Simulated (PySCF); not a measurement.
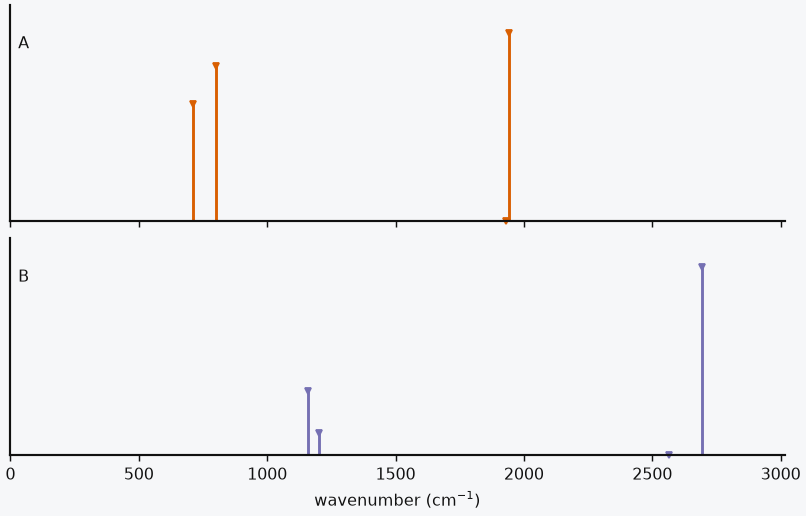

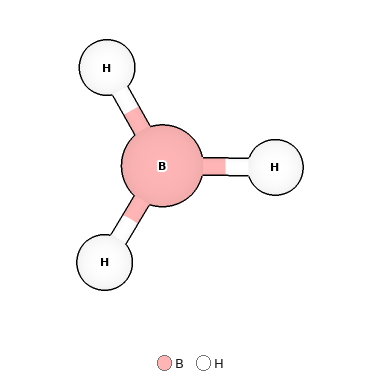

Harmonic infrared lines of BH₃ and AlH₃, all D3h singlets, each the lowest point that its search found (BH₃ is drawn); the central atom changes down one group of the periodic table. B3LYP/def2-TZVP, PySCF, unscaled, no spin-orbit coupling; each panel is scaled to its strongest line, degenerate modes are one line with their intensities summed, and dots on the axis are modes too weak to show or inactive.

> Which panel belongs to which molecule?

A: AlH₃ (strongest line 1940.4 cm⁻¹); B: BH₃ (strongest line 2693.9 cm⁻¹).

> How do the bond length and the stretches change along the series?

Mean bond length: BH₃ 1.189, AlH₃ 1.580 Å, rising down the group. Highest e' mode: BH₃ 2694, AlH₃ 1940 cm⁻¹, falling down the group.
